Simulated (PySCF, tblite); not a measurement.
# C22H16: electronic excitations, NMR shifts

Wanted: electronic excitations, NMR shifts for C22H16 (`C=Cc1cc2ccccc2c2c1c(C=C)cc1ccccc12`).

Programs: tblite 0.8.0 and PySCF 2.14.0, with routines of our own; each step states its level. All values are computed. Atoms count from 0.

## 1. The system as given

38 atoms, charge 0, multiplicity 1; geometry from: force field, distance geometry or constructed start.

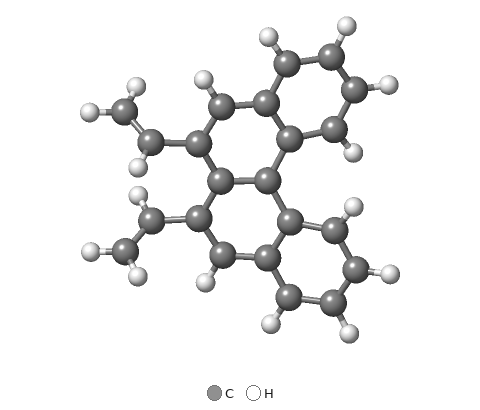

The starting geometry (carbon grey, hydrogen white).

## 2. Optimising the geometry with GFN2-xTB

Job settings and geometry (Å):

```
{"job": {"kind": "relax", "xc": "GFN2-xTB", "basis": "xTB"}, "charge": 0, "multiplicity": 1}
C      2.620800    -3.474200    -0.469800
C      2.110400    -2.547400     0.356800
C      0.877900    -1.801400     0.090000
C     -0.276800    -2.586900    -0.029900
C     -1.513600    -2.031700    -0.292200
C     -2.609500    -2.886000    -0.533100
C     -3.844000    -2.379500    -0.911500
C     -3.982700    -1.015000    -1.082200
C     -2.899500    -0.171200    -0.828900
C     -1.642800    -0.626700    -0.356200
C     -0.507300     0.231700    -0.026000
C      0.793800    -0.369200     0.037700
C      1.933200     0.504700     0.049200
C      3.332300     0.039700    -0.108100
C      4.287600     0.293500     0.796100
C      1.784600     1.895400     0.101700
C      0.540800     2.480600     0.250400
C      0.463200     3.869600     0.427800
C     -0.748800     4.500300     0.692900
C     -1.885800     3.727000     0.807600
C     -1.814400     2.346400     0.606400
C     -0.613700     1.666000     0.250600
H      2.141800    -3.713300    -1.405300
H      3.530300    -3.998500    -0.221600
H      2.619500    -2.309500     1.297500
H     -0.190500    -3.674900     0.057600
H     -2.490100    -3.962300    -0.445900
H     -4.676500    -3.051900    -1.099400
H     -4.927800    -0.604500    -1.435900
H     -3.050000     0.880700    -1.066500
H      3.552600    -0.531100    -1.005100
H      4.091900     0.845800     1.707800
H      5.298000    -0.078300     0.637300
H      2.675800     2.525000     0.066700
H      1.365800     4.485500     0.388500
H     -0.790800     5.575300     0.838500
H     -2.839200     4.185700     1.061300
H     -2.722900     1.784700     0.793300
```

On the command line:

```
> OMP_NUM_THREADS=2 python large_run.py task.json out
```

One launch serves the whole session: the jobs run in the order shown.

What it wrote:

```text
step      E/eV     max force
  0   -1501.95429    2.333
  1   -1502.11804    0.971
  2   -1502.16733    0.419
  3   -1502.19629    0.395
  4   -1502.23589    0.450
  5   -1502.26073    0.322
  6   -1502.28094    0.288
  7   -1502.29441    0.248
  8   -1502.30722    0.252
  9   -1502.31781    0.202
 10   -1502.32450    0.139
 11   -1502.32817    0.095
 12   -1502.32975    0.087
 13   -1502.33386    0.096
 14   -1502.33556    0.089
 15   -1502.33750    0.096
 16   -1502.34034    0.089
 17   -1502.34414    0.109
 18   -1502.34793    0.116
 19   -1502.35079    0.097
 20   -1502.35311    0.080
 21   -1502.35543    0.078
 22   -1502.35800    0.087
 23   -1502.36058    0.092
 24   -1502.36268    0.100
 25   -1502.36417    0.084
 26   -1502.36528    0.059
 27   -1502.36623    0.051
 28   -1502.36705    0.055
 29   -1502.36781    0.070
 30   -1502.36857    0.050
 31   -1502.36937    0.053
 32   -1502.37027    0.056
 33   -1502.37136    0.073
 34   -1502.37277    0.101
 35   -1502.37446    0.099
 36   -1502.37620    0.084
 37   -1502.37768    0.062
 38   -1502.37879    0.049
 39   -1502.37966    0.057
 40   -1502.38048    0.059
 41   -1502.38145    0.061
 42   -1502.38270    0.068
 43   -1502.38410    0.070
 44   -1502.38529    0.052
 45   -1502.38607    0.042
 46   -1502.38663    0.043
 47   -1502.38720    0.044
 48   -1502.38790    0.048
 49   -1502.38876    0.048
 50   -1502.38972    0.064
 51   -1502.39064    0.057
 52   -1502.39138    0.037
 53   -1502.39190    0.039
 54   -1502.39233    0.036
 55   -1502.39279    0.036
 56   -1502.39330    0.038
 57   -1502.39377    0.037
 58   -1502.39416    0.039
 59   -1502.39458    0.038
 60   -1502.39514    0.044
 61   -1502.39597    0.057
 62   -1502.39698    0.060
 63   -1502.39796    0.056
 64   -1502.39882    0.046
 65   -1502.39959    0.058
 66   -1502.40042    0.057
 67   -1502.40134    0.052
 68   -1502.40202    0.043
 69   -1502.40264    0.040
 70   -1502.40323    0.053
 71   -1502.40378    0.048
 72   -1502.40427    0.046
 73   -1502.40472    0.036
 74   -1502.40515    0.035
 75   -1502.40552    0.035
 76   -1502.40583    0.035
 77   -1502.40614    0.033
 78   -1502.40648    0.034
 79   -1502.40680    0.037
 80   -1502.40707    0.030
 81   -1502.40731    0.027
 82   -1502.40759    0.031
 83   -1502.40793    0.036
 84   -1502.40829    0.033
 85   -1502.40860    0.039
 86   -1502.40889    0.038
 87   -1502.40923    0.037
 88   -1502.40968    0.054
 89   -1502.41020    0.051
 90   -1502.41079    0.041
 91   -1502.41148    0.043
 92   -1502.41232    0.050
 93   -1502.41327    0.059
 94   -1502.41424    0.060
 95   -1502.41511    0.057
 96   -1502.41599    0.061
 97   -1502.41682    0.048
 98   -1502.41768    0.059
 99   -1502.41836    0.051
100   -1502.41894    0.044
101   -1502.41940    0.049
102   -1502.41981    0.045
103   -1502.42008    0.026
104   -1502.42022    0.017
```

It took 1.6 s on 2 threads of Arm Neoverse V2, shared host; peak memory 0.18 GiB.

Along the way:

```
step  energy from step 0 (eV)  largest force (eV/Å)
   0                   0.0000                2.3327
   1                  -0.1638                0.9712
   2                  -0.2130                0.4187
   3                  -0.2420                0.3954
   4                  -0.2816                0.4494
   5                  -0.3064                0.3214
   6                  -0.3267                0.2884
   7                  -0.3401                0.2476
   8                  -0.3529                0.2526
  16                  -0.3861                0.0890
  24                  -0.4084                0.1006
  33                  -0.4171                0.0734
  41                  -0.4272                0.0601
  49                  -0.4345                0.0479
  58                  -0.4399                0.0397
  66                  -0.4461                0.0580
  74                  -0.4509                0.0356
  83                  -0.4536                0.0360
  91                  -0.4572                0.0434
 100                  -0.4647                0.0437
 101                  -0.4651                0.0487
 102                  -0.4655                0.0448
 103                  -0.4658                0.0264
 104                  -0.4659                0.0171
```

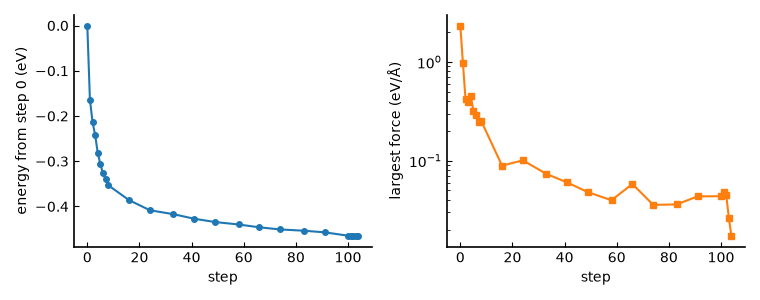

Energy and largest force along the relaxation.

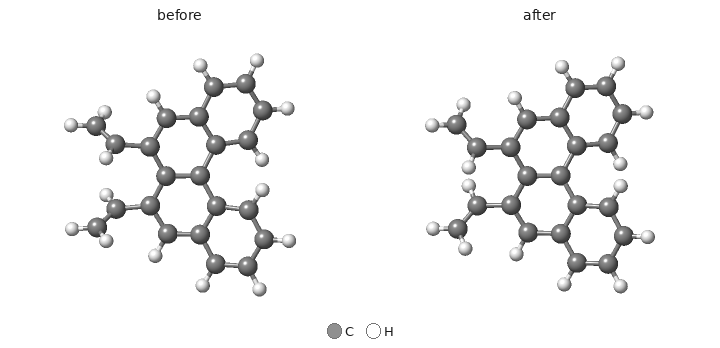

Before and after, at one scale.

Distances of close pairs at the start and the end, largest changes first:

```
   bond  before (Å)  after (Å)  change (Å)
  C2–C3       1.402      1.367      -0.035
C12–C15       1.400      1.367      -0.032
  C3–C4       1.381      1.413      +0.032
C15–C16       1.383      1.413      +0.031
C10–C21       1.465      1.436      -0.029
C10–C11       1.435      1.408      -0.027
 C9–C10       1.461      1.436      -0.025
C19–C20       1.397      1.372      -0.025
```

The end geometry stands in the next job.

## 3. Infrared spectrum with GFN2-xTB

Job settings and geometry (Å):

```
{"job": {"kind": "ir", "xc": "GFN2-xTB", "basis": "xTB"}, "charge": 0, "multiplicity": 1}
C      2.529394    -3.606802     0.060273
C      2.123828    -2.431803     0.522515
C      0.869954    -1.781119     0.137954
C     -0.253776    -2.547963     0.004263
C     -1.497921    -1.986735    -0.362531
C     -2.595892    -2.800750    -0.692959
C     -3.768039    -2.249612    -1.137533
C     -3.858988    -0.865156    -1.305519
C     -2.814320    -0.048626    -0.952053
C     -1.627073    -0.577436    -0.413097
C     -0.508660     0.235430    -0.024710
C      0.768341    -0.353392     0.036428
C      1.925671     0.494061    -0.005506
C      3.260193    -0.049779    -0.266132
C      4.378486     0.422574     0.268427
C      1.771010     1.850456     0.067661
C      0.512226     2.443414     0.315362
C      0.394030     3.817669     0.588084
C     -0.816981     4.364128     0.919493
C     -1.939248     3.538842     1.030324
C     -1.855556     2.202660     0.729670
C     -0.644534     1.626766     0.304055
H      1.980050    -4.142250    -0.696427
H      3.437977    -4.067924     0.407277
H      2.715440    -1.910869     1.263996
H     -0.196299    -3.616087     0.156533
H     -2.486824    -3.873120    -0.615042
H     -4.609201    -2.876287    -1.395402
H     -4.755228    -0.438196    -1.731446
H     -2.880814     1.010345    -1.148171
H      3.303981    -0.864908    -0.977354
H      4.371681     1.215120     0.999112
H      5.342551     0.018415     0.010502
H      2.630973     2.495475    -0.040694
H      1.285054     4.428375     0.556911
H     -0.904409     5.419019     1.133463
H     -2.875472     3.958221     1.368532
H     -2.717808     1.572234     0.881722
```

What it wrote:

```text
mode    cm-1     km/mol
  1      40.2      0.13
  2      67.8      0.01
  3      82.9      0.30
  4      99.4      0.00
  5     103.5      0.31
  6     135.2      0.01
  7     141.0      0.20
  8     180.6      0.41
  9     211.3      0.33
 10     233.2      0.07
 11     265.4      0.36
 12     266.6      0.22
 13     318.6      0.36
 14     320.2      0.02
 15     326.6      2.49
 16     352.9      0.01
 17     371.1      0.01
 18     390.3      1.03
 19     433.5      0.43
 20     440.7      0.14
 21     464.3      1.29
 22     481.3      0.87
 23     499.3      0.30
 24     511.1      1.37
 25     537.5      0.04
 26     571.0      3.73
 27     587.5      2.59
 28     595.9      0.08
 29     617.5      0.21
 30     628.0      0.24
 31     651.9      2.72
 32     673.1      0.17
 33     705.5      0.54
 34     713.2      0.07
 35     731.3      0.04
 36     744.2      5.98
 37     775.5     24.69
 38     778.1      1.63
 39     827.0      0.01
 40     857.3      5.19
 41     862.5      3.02
 42     867.1      4.60
 43     875.7     12.20
 44     878.0      0.03
 45     887.3     15.47
 46     888.8      0.06
 47     890.6      6.67
 48     903.5      0.41
 49     912.2      1.09
 50     921.7      0.02
 51     924.9      0.03
 52     970.0      0.93
 53     989.0      1.11
 54    1016.5     26.70
 55    1022.2      4.54
 56    1036.0      4.46
 57    1083.7      0.16
 58    1091.9      0.72
 59    1098.7      0.01
 60    1127.7      0.01
 61    1156.3      0.24
 62    1157.5      0.26
 63    1180.7      0.17
 64    1182.9      0.01
 65    1202.9      0.09
 66    1208.8      0.42
 67    1235.8      0.27
 68    1250.5      0.13
 69    1258.5      4.05
 70    1275.2      0.72
 71    1289.8      0.68
 72    1297.3      0.29
 73    1329.6      0.06
 74    1341.1      0.83
 75    1370.1      0.56
 76    1373.2      0.24
 77    1386.2      0.00
 78    1392.7      1.05
 79    1406.5      0.34
 80    1410.3      1.38
 81    1433.7      0.12
 82    1440.0      0.05
 83    1476.8      0.08
 84    1478.1      0.61
 85    1515.3      0.08
 86    1549.3      0.85
 87    1564.9      0.05
 88    1585.4      0.05
 89    1599.0      0.01
 90    1602.1      0.21
 91    1673.6      2.34
 92    1675.2      5.19
 93    3051.6     27.52
 94    3056.9     13.90
 95    3070.3      2.03
 96    3071.2      3.04
 97    3076.2      5.17
 98    3077.4      7.71
 99    3079.1     46.82
100    3079.6     47.73
101    3087.2    143.25
102    3089.6     54.07
103    3096.4     16.70
104    3099.5     24.86
105    3100.1     46.08
106    3103.0     19.82
107    3125.3     41.67
108    3129.3     49.85
```

It took 3.2 s on 2 threads of Arm Neoverse V2, shared host; peak memory 0.18 GiB.

Which atoms move in the most intense modes:

```
cm⁻¹  km/mol                         atoms
3052    27.5                      H30 86 %
3079    46.8            H25 48 %, H33 27 %
3080    47.7            H33 42 %, H25 28 %
3087   143.2  H27 45 %, H29 14 %, H26 14 %
3090    54.1  H35 49 %, H37 12 %, H34 11 %
3100    46.1            H37 50 %, H29 27 %
3125    41.7            H32 64 %, H31 24 %
3129    49.9            H23 63 %, H22 25 %
```

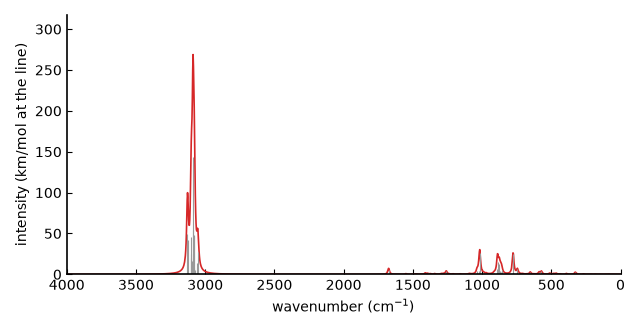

The infrared spectrum from these modes, unscaled. Lines are broadened to a width of 14 cm⁻¹ (Lorentzian).

## 4. Electronic excitations: TDA PBE0/6-31G*

The job, as its differences from that of step 3:

```diff
@@ -1,2 +1,2 @@
-{"job": {"kind": "ir", "xc": "GFN2-xTB", "basis": "xTB"}, "charge": 0, "multiplicity": 1}
+{"job": {"kind": "uv", "basis": "6-31G*", "grid": 1, "kgrid": 0, "vcut": 1.5, "nstates": 6, "ntriplets": 2, "tda": true, "delta": [], "pop": true, "xc": "PBE0"}, "charge": 0, "multiplicity": 1}
 C      2.529394    -3.606802     0.060273
```

Method: TDA PBE0/6-31G*, vertical, gas phase, core orbitals frozen in the response, virtual orbitals cut by energy.

What it wrote:

```text
start: PBE on a coarse grid of 31793 points
cycle   1  E = -846.8781364061  dE =  3.572e+00  |g| = 8.411e-01  |ddm| = 7.272e+00
cycle   2  E = -846.7877668569  dE =  9.037e-02  |g| = 1.029e+00  |ddm| = 2.458e+00
cycle   3  E = -847.0651671536  dE = -2.774e-01  |g| = 2.734e-01  |ddm| = 1.552e+00
cycle   4  E = -847.0837888223  dE = -1.862e-02  |g| = 1.051e-01  |ddm| = 4.552e-01
cycle   5  E = -847.0870707470  dE = -3.282e-03  |g| = 3.377e-02  |ddm| = 1.743e-01
cycle   6  E = -847.0873348366  dE = -2.641e-04  |g| = 1.089e-02  |ddm| = 4.355e-02
cycle   7  E = -847.0873578812  dE = -2.304e-05  |g| = 5.894e-03  |ddm| = 1.699e-02
final grid: 139025 points
cycle   8  E = -846.9379933594  dE = -9.557e-03  |g| = 4.481e-02  |ddm| = 1.153e+00
cycle   9  E = -846.9380883552  dE = -9.500e-05  |g| = 4.196e-02  |ddm| = 1.193e-01
cycle  10  E = -846.9385363636  dE = -4.480e-04  |g| = 1.558e-02  |ddm| = 7.035e-02
cycle  11  E = -846.9386071675  dE = -7.080e-05  |g| = 3.371e-03  |ddm| = 2.264e-02
cycle  12  E = -846.9386061994  dE =  9.681e-07  |g| = 1.178e-03  |ddm| = 5.393e-03
cycle  13  E = -846.9386077666  dE = -1.567e-06  |g| = 4.622e-04  |ddm| = 1.907e-03
cycle  14  E = -846.9386084731  dE = -7.065e-07  |g| = 1.674e-04  |ddm| = 7.286e-04
cycle  15  E = -846.9386086877  dE = -2.146e-07  |g| = 3.082e-05  |ddm| = 2.297e-04
converged SCF energy = -846.9386086877

Static polarisability (au): isotropic 247.005, principal 88.894 321.281 330.839

Singlet excitations
state   eV       nm        f      main configurations
  1   3.5122    353.0   0.00075   H->L 0.52, H-1->L+1 0.45
  2   3.8629    321.0   0.04623   H-1->L 0.50, H->L+1 0.46
  3   4.2091    294.6   0.28535   H->L+1 0.46, H-1->L 0.40
  4   4.3849    282.8   0.62981   H-1->L+1 0.47, H->L 0.43
  5   4.5694    271.3   0.01371   H-2->L+1 0.44, H->L+2 0.39, H-1->L+3 0.08
  6   4.7549    260.8   0.07534   H-2->L 0.69, H-1->L+2 0.28

Triplet excitations (Tamm-Dancoff, eV): 2.6271 2.9387
```

Wall time 20 s (2 threads of Arm Neoverse V2, shared host); peak memory 0.95 GiB.

Frontier orbitals and where they lie:

```
orbital     eV                        atoms
 HOMO−4  -7.49     C7 9 %, C19 9 %, C16 9 %
 HOMO−3  -7.19   C5 13 %, C17 13 %, C8 12 %
 HOMO−2  -6.78  C14 16 %, C0 16 %, C11 14 %
 HOMO−1  -5.82    C2 11 %, C12 11 %, C3 8 %
   HOMO  -5.75  C10 14 %, C15 10 %, C3 10 %
   LUMO  -1.29   C14 10 %, C0 10 %, C12 9 %
 LUMO+1  -1.23  C10 16 %, C3 10 %, C15 10 %
 LUMO+2   0.00   C11 15 %, C14 7 %, C16 7 %
 LUMO+3   0.01   C8 13 %, C5 12 %, C20 12 %
```

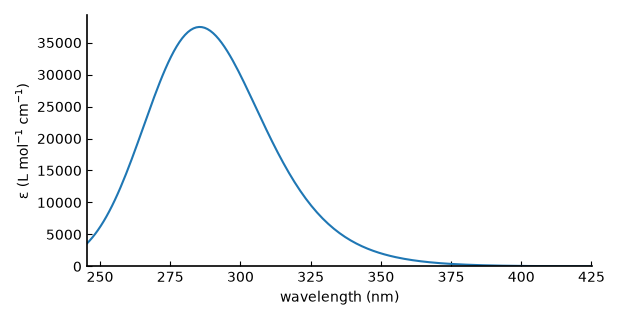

Absorption spectrum: each of the 6 states is a Gaussian band of 0.4 eV half-width at 1/e. Beyond the last state computed it falls off for lack of states.

Further results of this job:

```
           property  computed
  dipole moment (D)      0.11
polarisability (Å³)     36.60
 HOMO–LUMO gap (eV)      4.45
      −ε(HOMO) (eV)      5.75
```

[end of part 1 of 2]
